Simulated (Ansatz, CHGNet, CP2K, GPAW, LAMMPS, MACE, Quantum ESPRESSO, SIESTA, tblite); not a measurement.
## SIESTA on amorphous SiO1.9 (78 atoms): settings against a plane-wave reference

Aim: run amorphous SiO1.9 (78 atoms) in SIESTA and see how near its forces come to a plane-wave reference, and at what cost.

Method: the method is named at each step, in SIESTA 5.4.2.

## 1. The starting structure

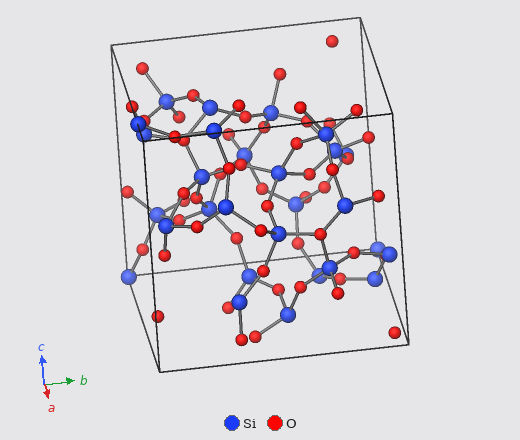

The cell as given, slightly off an axis (silicon blue, oxygen red). Bonds to atoms that aren't drawn are left out. Some periodic images of atoms are drawn too.

The cell holds 78 atoms: 27 Si and 51 O. Its edges and angles: a = 10.502 Å, b = 10.502 Å, c = 10.502 Å, α = 90.0°, β = 90.0°, γ = 90.0°. 78 atoms (27 Si, 51 O) placed at random at 2.26 g/cm³, melted at 5000 K for 10 ps at fixed volume with the Tersoff Si-O potential (Munetoh et al., Comput. Mater. Sci. 39, 334 (2007)). Quenched from 5000 K to 500 K at 20 K/ps and fixed volume, annealed at 2000 K for 50 ps, held 5 ps.

The yardstick, on the same geometry:

| Quantity | Value |
| --- | --- |
| method | Kohn-Sham DFT, PBE, SSSP efficiency 1.3.0 pseudopotentials, plane waves (Quantum ESPRESSO 7.5); sssp-pbe-1.3.0-efficiency, cutoffs 60/480 Ry, Γ point |
| r.m.s. force component | 1.368 eV/Å |
| longest force | 5.01 eV/Å |
| pressure | -1.028 GPa |
| time | 3.1 min on 4 MPI ranks of Arm Neoverse V1, shared host |
| CPU time | 12 min |

## 2. PBE, DZP, shift 0.01 Ry, mesh 500 Ry

Method: Kohn-Sham DFT, PBE, PseudoDojo 0.4.1 norm-conserving pseudopotentials (converted to PSML), numerical atomic orbitals (DZP), diagonalisation.

The .psml files are PseudoDojo norm-conserving potentials that we converted to this format, checked against plane waves on the same files for H, C, O, Si, Ge and Ca alone.

input.fdf

```
SystemLabel cell
NumberOfAtoms 78
NumberOfSpecies 2
%block ChemicalSpeciesLabel
  1 14 Si
  2 8 O
%endblock ChemicalSpeciesLabel
LatticeConstant 1.0 Ang
%block LatticeVectors
  10.50180 0.00000 0.00000
  0.00000 10.50180 0.00000
  0.00000 0.00000 10.50180
%endblock LatticeVectors
PAO.BasisSize DZP
PAO.EnergyShift 0.01 Ry
XC.Functional GGA
XC.Authors PBE
MeshCutoff 500 Ry
%block kgrid_Monkhorst_Pack
  1 0 0 0.0
  0 1 0 0.0
  0 0 1 0.0
%endblock kgrid_Monkhorst_Pack
SolutionMethod diagon
OccupationFunction FD
ElectronicTemperature 580 K
SCF.Mixer.Method Pulay
SCF.Mixer.Weight 0.15
SCF.Mixer.History 8
SCF.Mix Hamiltonian
MaxSCFIterations 300
SCF.DM.Tolerance 1e-04
SCF.H.Tolerance 1.0e-3 eV
WriteForces T
Write.HirshfeldPop T
Write.VoronoiPop T
Write.DM F
Write.H F
XML.Write F
AtomicCoordinatesFormat Fractional
%block AtomicCoordinatesAndAtomicSpecies
  0.13949 0.67691 0.28768 1
  0.26616 0.73835 0.02423 1
  0.42674 0.33358 0.86693 1
  0.13626 0.12259 0.30697 1
  0.79317 0.00571 0.98721 1
  0.08622 0.99630 0.03311 1
  0.90463 0.79543 0.58626 1
  0.14865 0.48537 0.52652 1
  0.84522 0.72206 0.30151 1
  0.73878 0.55365 0.07421 1
  0.45372 0.06050 0.79538 1
  0.86836 0.52579 0.48153 1
  0.75350 0.75466 0.83709 1
  0.35770 0.30837 0.40302 1
  0.93560 0.34376 0.23531 1
  0.18181 0.18703 0.80857 1
  0.78838 0.08864 0.53442 1
  0.69545 0.97859 0.26640 1
  0.84826 0.30018 0.94654 1
  0.30251 0.58727 0.76182 1
  0.44335 0.81684 0.63008 1
  0.47785 0.93680 0.07443 1
  0.95592 0.31456 0.65878 1
  0.47465 0.43718 0.14424 1
  0.61758 0.56956 0.63435 1
  0.55826 0.26756 0.63022 1
  0.18274 0.88619 0.49352 1
  0.86828 0.69251 0.46010 2
  0.41177 0.40424 0.28741 2
  0.68857 0.17764 0.62343 2
  0.71842 0.88744 0.91130 2
  0.46499 0.24963 0.50245 2
  0.77338 0.65781 0.97286 2
  0.05501 0.84291 0.58266 2
  0.15106 0.05293 0.17191 2
  0.53535 0.69924 0.58059 2
  0.19944 0.78959 0.37365 2
  0.80966 0.14618 0.92250 2
  0.21971 0.66615 0.15379 2
  0.40014 0.47405 0.79915 2
  0.09248 0.24108 0.69876 2
  0.75832 0.41509 0.00358 2
  0.99857 0.73220 0.25343 2
  0.79622 0.60549 0.21169 2
  0.93494 0.95392 0.03027 2
  0.49212 0.94946 0.69167 2
  0.65215 0.64562 0.76856 2
  0.89374 0.34496 0.79686 2
  0.25065 0.63884 0.90261 2
  0.32803 0.87691 0.54140 2
  0.55592 0.42742 0.66327 2
  0.12547 0.01120 0.41559 2
  0.08941 0.10927 0.92339 2
  0.89519 0.20073 0.56190 2
  0.73302 0.50286 0.54822 2
  0.02959 0.24292 0.31029 2
[... 18 atom lines left out ...]
  0.72833 0.83430 0.30487 2
  0.55227 0.98150 0.20326 2
  0.17119 0.86410 0.98449 2
  0.48991 0.21324 0.76722 2
%endblock AtomicCoordinatesAndAtomicSpecies
```

On the command line:

```bash
$ OMP_NUM_THREADS=1 mpirun -np 2 siesta < input.fdf > output.txt
```

What it wrote:

```text
Version         : 5.4.2
reinit: System Name:
reinit: System Label: cell
initatom: Reading input for the pseudopotentials and atomic orbitals ----------
Species number:   1 Atomic number:   14 Label: Si
Species number:   2 Atomic number:    8 Label: O
Ground state valence configuration (from tables):   3s02  3p02  3d00  4f00
Ground state valence configuration (from tables):   2s02  2p04  3d00  4f00
---- Processing specs for species: Si
GGA--PBE XC_GGA_X_PBE--XC_GGA_C_PBE pb
---- Processing specs for species: O
GGA--PBE XC_GGA_X_PBE--XC_GGA_C_PBE pb
Si pseudopotential only contains V_ls up to l=2 -- lmxkb reset.
O pseudopotential only contains V_ls up to l=2 -- lmxkb reset.
Using PAO.SplitTailNorm
%block ChemicalSpeciesLabel
    1   14 Si                      # Species index, atomic number, species label
    2    8 O                       # Species index, atomic number, species label
%endblock ChemicalSpeciesLabel
%block PAO.Basis                 # Define Basis set
Si                    2                    # Species label, number of l-shells
 n=3   0   2                         # n, l, Nzeta
   5.392      3.847
   1.000      1.000
 n=3   1   2 P   1                   # n, l, Nzeta, Polarization, NzetaPol
   6.844      4.952
   1.000      1.000
O                     2                    # Species label, number of l-shells
 n=2   0   2                         # n, l, Nzeta
   3.532      2.299
   1.000      1.000
 n=2   1   2 P   1                   # n, l, Nzeta, Polarization, NzetaPol
   4.300      2.782
   1.000      1.000
%endblock PAO.Basis
coor:   Atomic-coordinates input format  =     Fractional
siesta: System type = bulk
initatomlists: Number of atoms, orbitals, and projectors:     78  1014  1149
siesta: ******************** Simulation parameters ****************************
Total number of electrons:   414.000000
Total ionic charge:   414.000000
 Kpoints in:            1 . Kpoints trimmed:            1
siesta: k-grid: Number of k-points = 1
siesta: k-points from Monkhorst-Pack grid
siesta: k-cutoff (effective) =     5.251 Ang
siesta: k-point supercell and displacements
siesta: k-grid:     1     0     0      0.000
siesta: k-grid:     0     1     0      0.000
siesta: k-grid:     0     0     1      0.000
                     ====================================
                        Single-point calculation
                     ====================================
outcell: Unit cell vectors (Ang):
       10.501800    0.000000    0.000000
        0.000000   10.501800    0.000000
        0.000000    0.000000   10.501800
outcell: Cell vector modules (Ang)   :   10.501800   10.501800   10.501800
outcell: Cell angles (23,13,12) (deg):     90.0000     90.0000     90.0000
outcell: Cell volume (Ang**3)        :   1158.2205
Gamma-point calculation with multiply-connected orbital pairs
Gamma-point calculation with multiply-connected orbital pairs
Folding of H and S implicitly performed
Folding of H and S implicitly performed
new_DM -- step:     1
Initializing Density Matrix...
Attempting to read DM from file... Failed...
DM filled with atomic data:
InitMesh: MESH = 144 x 144 x 144 = 2985984
InitMesh: Mesh cutoff (required, used) =   500.000   519.636 Ry
stepf: Fermi-Dirac step function
        iscf     Eharris(eV)        E_KS(eV)     FreeEng(eV)     dDmax    Ef(eV) dHmax(eV)
   scf:    1   -25865.785430   -26026.382585   -26026.399268  1.594763 -2.689482 11.514104
   scf:    2   -26082.335204   -26065.635161   -26065.670091  0.812793 -2.429114  6.757646
   scf:    3   -26073.294785   -26076.715500   -26076.739731  0.860762 -2.453808  6.353896
   scf:    4   -26086.960640   -26086.372714   -26086.481475  0.708668 -2.454483  3.392042
   scf:    5   -26087.925158   -26088.487980   -26088.609648  0.422525 -2.494787  1.554243
   scf:    6   -26088.954806   -26088.825642   -26088.953539  0.139128 -2.519851  0.469649
[...]
scf:   15   -26088.966331   -26088.966323   -26089.095400  0.000176 -2.669187  0.001115
   scf:   16   -26088.966313   -26088.966318   -26089.095401  0.000114 -2.669182  0.000504
   scf:   17   -26088.966324   -26088.966321   -26089.095401  0.000024 -2.669177  0.000333
SCF Convergence by DM+H criterion
max |DM_out - DM_in|         :     0.0000235912
max |H_out - H_in|      (eV) :     0.0003330891
SCF cycle converged after 17 iterations
Using DM_out to compute the final energy and forces
siesta: E_KS(eV) =           -26088.9663
siesta: E_KS - E_eggbox =    -26088.9663
siesta: Atomic forces (eV/Ang):
     1    1.111287    0.595208   -0.031041
     2   -3.822672   -0.275026   -2.228181
     3   -0.773987    2.839668    2.132389
     4    0.672434    1.154170    0.792925
     5    1.455402   -0.153157    2.017118
     6    1.507289   -1.390914   -0.662652
[...]
76   -1.008500   -0.242035    1.647234
    77   -0.771991    0.970656    1.139017
    78    1.561768    1.130139   -0.732860
----------------------------------------
   Tot    0.001923   -0.005033   -0.003629
----------------------------------------
   Max    4.400117
   Res    1.379795    sqrt( Sum f_i^2 / 3N )
----------------------------------------
   Max    4.400117    constrained
Stress tensor Voigt[x,y,z,yz,xz,xy] (kbar):      -51.62        1.96      -11.70       18.29       14.67      -14.78
(Free)E + p*V (eV/cell)   -26074.3104
Target enthalpy (eV/cell)   -26089.0954
siesta: Program's energy decomposition (eV):
siesta: Ebs     =     -5891.155458
siesta: Eions   =     38675.997549
siesta: Ena     =      6030.909889
siesta: Ekin    =     16944.531819
siesta: Enl     =     -3380.181165
siesta: DEna    =       -13.459937
siesta: DUscf   =        29.411358
siesta: Ex      =     -6529.846795
siesta: Ec      =      -494.333942
siesta: Exc     =     -7024.180738
siesta: Eharris =    -26088.966324
siesta: Etot    =    -26088.966321
siesta: FreeEng =    -26089.095401
siesta: Final energy (eV):
siesta:  Band Struct. =   -5891.155458
siesta:       Kinetic =   16944.531819
siesta:       Hartree =   11293.695281
siesta:         Exch. =   -6529.846795
siesta:         Corr. =    -494.333942
siesta:   Exch.-corr. =   -7024.180738
siesta:  Ion-electron =  -37635.754387
siesta:       Ion-ion =   -9667.258297
siesta:         Total =  -26088.966321
siesta:         Fermi =      -2.669177
siesta: Stress tensor (static) (eV/Ang**3):
siesta:    -0.032220   -0.009224    0.009156
siesta:    -0.009224    0.001226    0.011413
siesta:     0.009156    0.011413   -0.007301
siesta: Cell volume =       1158.220452 Ang**3
siesta: Pressure (static):
siesta:                Solid            Molecule  Units
siesta:           0.00013903         -0.00011685  Ry/Bohr**3
siesta:           0.01276527         -0.01072846  eV/Ang**3
siesta:          20.45221692        -17.18888393  kBar
    Orbital volume contribution        =          29.779750 eV
    (Free)E + p_basis*V_orbitals       =      -26059.315651 eV
    (Free)Eharris+ p_basis*V_orbitals  =      -26059.315654 eV
Hirshfeld Atomic Populations:
Atom #   charge [q] valence [e]  Species
     1     0.399375    3.600625  Si
     2     0.402043    3.597957  Si
     3     0.383933    3.616067  Si
     4     0.406943    3.593057  Si
     5     0.428916    3.571084  Si
     6     0.411930    3.588070  Si
[...]
28    -0.106681    6.106681  O
    29    -0.208370    6.208370  O
    30    -0.223510    6.223510  O
    31    -0.191906    6.191906  O
    32    -0.217569    6.217569  O
    33    -0.242149    6.242149  O
[...]
--------------------
 Total    -0.000014
Voronoi Atomic Populations:
Atom #   charge [q] valence [e]  Species
[...]
25     0.527992    3.472008  Si
    26     0.514909    3.485091  Si
    27     0.537681    3.462319  Si
[...]
76    -0.257153    6.257153  O
    77    -0.316908    6.316908  O
    78    -0.079472    6.079472  O
--------------------
 Total    -0.000014
```

It took 2.8 min on 2 MPI ranks of Arm Neoverse V1, shared host; peak memory 1.8 GiB; 5.6 min of CPU time.

Banners, paths, timers and routine set-up lines are dropped from the logs unmarked, and long logs keep their key lines alone; longer cuts are marked.

Numbers from this run, and their distance from the reference:

```
r.m.s. force component                  : 1.38 eV/Å
r.m.s. difference of force components   : 161 meV/Å
longest difference of force vectors     : 540.5 meV/Å
force difference over r.m.s. force      : 11.77 %
slope of forces against the reference's : 1.001
correlation of force components         : 0.9932
pressure                                : 2.045 GPa
pressure difference                     : 3.073 GPa
```

Length of the force difference by element (eV/Å):

```tsv
element	atoms	mean	most
O	51	0.26	0.47
Si	27	0.27	0.54
```

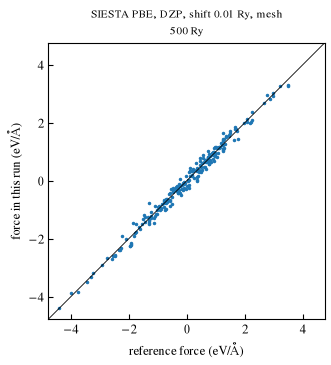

Force components against those of the reference; the line marks equality.

A closer look about O78, whose charge lies farthest from its element's mean: 13 atoms, nearest first, numbered in the order of the input, with positions taken from that point.

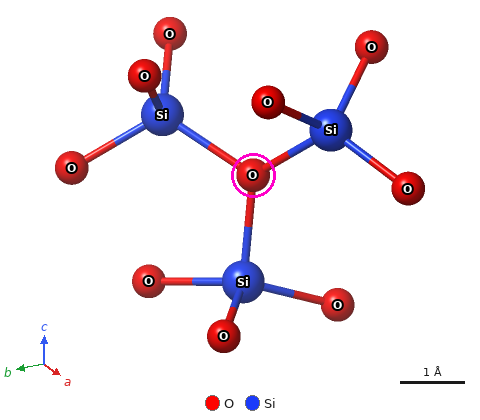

The atoms of the table, within 3.0 Å (arrows a, b, c point along x, y, z); some may hide others; the central atom is ringed.

```tsv
atom	x	y	z	distance (Å)	bonds	Hirshfeld charge (e)	Fx	Fy	Fz (eV/Å)
O78	0.00	0.00	0.00	0.00	3	-0.09	1.56	1.13	-0.73
Si11	-0.38	-1.60	0.30	1.67	4	0.41	-3.16	-2.89	0.30
Si26	0.72	0.57	-1.44	1.71	4	0.43	0.83	1.17	-2.57
Si3	-0.66	1.26	1.05	1.77	4	0.38	-0.77	2.84	2.13
O71	-2.05	-1.39	0.18	2.49	2	-0.25	0.87	-2.14	-1.34
O69	-2.19	0.75	1.03	2.53	2	-0.23	-1.13	1.80	1.41
O51	0.69	2.25	-1.09	2.59	2	-0.21	0.74	-2.31	-0.88
O30	2.09	-0.37	-1.51	2.60	2	-0.22	-2.67	0.01	0.34
O62	0.10	-2.07	1.81	2.75	2	-0.21	0.31	1.13	-0.96
O32	-0.26	0.38	-2.78	2.82	2	-0.22	0.91	-0.31	0.73
O46	0.02	-2.77	-0.79	2.88	2	-0.21	1.72	0.73	0.31
O40	-0.94	2.74	0.34	2.92	2	-0.22	-0.45	-0.10	0.39
O67	-0.20	1.38	2.64	2.98	2	-0.21	0.18	-1.50	-1.67
```

Forces lie 12 % from the reference's, at 0.45 times its CPU time (on 2 against 4 cores).

## 3. PBE, SZP, shift 0.01 Ry, mesh 500 Ry

Method: Kohn-Sham DFT, PBE, PseudoDojo 0.4.1 norm-conserving pseudopotentials (converted to PSML), numerical atomic orbitals (SZP), diagonalisation.

Changes to input.fdf since step 2:

```diff
@@ -13,3 +13,3 @@
 %endblock LatticeVectors
-PAO.BasisSize DZP
+PAO.BasisSize SZP
 PAO.EnergyShift 0.01 Ry
```

What it wrote:

```text
Version         : 5.4.2
reinit: System Name:
reinit: System Label: cell
initatom: Reading input for the pseudopotentials and atomic orbitals ----------
Species number:   1 Atomic number:   14 Label: Si
Species number:   2 Atomic number:    8 Label: O
Ground state valence configuration (from tables):   3s02  3p02  3d00  4f00
Ground state valence configuration (from tables):   2s02  2p04  3d00  4f00
---- Processing specs for species: Si
GGA--PBE XC_GGA_X_PBE--XC_GGA_C_PBE pb
---- Processing specs for species: O
GGA--PBE XC_GGA_X_PBE--XC_GGA_C_PBE pb
[... lines left out ...]
stepf: Fermi-Dirac step function
        iscf     Eharris(eV)        E_KS(eV)     FreeEng(eV)     dDmax    Ef(eV) dHmax(eV)
[... lines left out ...]
SCF Convergence by DM+H criterion
[... lines left out ...]
SCF cycle converged after 17 iterations
[... lines left out ...]
   Max    4.693245
[... lines left out ...]
   Max    4.693245    constrained
Stress tensor Voigt[x,y,z,yz,xz,xy] (kbar):     -101.12      -54.59      -73.72       16.18       12.80      -15.69
[... lines left out ...]
siesta: FreeEng =    -26063.451960
[... lines left out ...]
siesta:       Ion-ion =   -9667.258297
siesta:         Total =  -26063.322955
siesta:         Fermi =      -2.675374
siesta: Stress tensor (static) (eV/Ang**3):
siesta:    -0.063114   -0.009794    0.007989
siesta:    -0.009794   -0.034073    0.010096
siesta:     0.007988    0.010096   -0.046014
siesta: Cell volume =       1158.220452 Ang**3
siesta: Pressure (static):
siesta:                Solid            Molecule  Units
siesta:           0.00051988          0.00029264  Ry/Bohr**3
siesta:           0.04773358          0.02686911  eV/Ang**3
siesta:          76.47762352         43.04905393  kBar
    Orbital volume contribution        =          24.717003 eV
    (Free)E + p_basis*V_orbitals       =      -26038.734957 eV
    (Free)Eharris+ p_basis*V_orbitals  =      -26038.734963 eV
Hirshfeld Atomic Populations:
Atom #   charge [q] valence [e]  Species
     1     0.411383    3.588617  Si
     2     0.416643    3.583357  Si
     3     0.394003    3.605997  Si
[...]
28    -0.117770    6.117770  O
    29    -0.219764    6.219764  O
    30    -0.230871    6.230871  O
[...]
--------------------
 Total    -0.000010
Voronoi Atomic Populations:
Atom #   charge [q] valence [e]  Species
[...]
26     0.589578    3.410422  Si
    27     0.614063    3.385937  Si
[...]
77    -0.350900    6.350900  O
    78    -0.126204    6.126204  O
--------------------
 Total    -0.000010
```

Wall time 2.3 min (2 MPI ranks); peak memory 1.7 GiB; 4.5 min of CPU time.

Against the reference:

- r.m.s. force component: 1.472 eV/Å
- r.m.s. difference of force components: 345.3 meV/Å
- longest difference of force vectors: 1078 meV/Å
- force difference over r.m.s. force: 25.23 %
- slope of forces against the reference's: 1.047
- correlation of force components: 0.9731
- pressure: 7.648 GPa
- pressure difference: 8.676 GPa

This is a coarse setting, run to see what it loses.

Against the first run (12 %), the force difference from the reference is 25 %, at 0.81 times the CPU time, with 702 basis functions against 1014: the smaller basis costs accuracy.

[end of part 1 of 2]

[Also dropped from logs without a mark: logging warnings of Python, and SIESTA's first energy breakdown and zero terms.]

[Logs are printed without paths, hosts, clocks, repeated set-up lines and the standing remarks that a program may print on its own settings, such as how far it seeks lower states.]

[Hosts, paths, dates, database ids (printed as entryN), source tags and the programs' standing remarks are cut or masked in the printed files.]
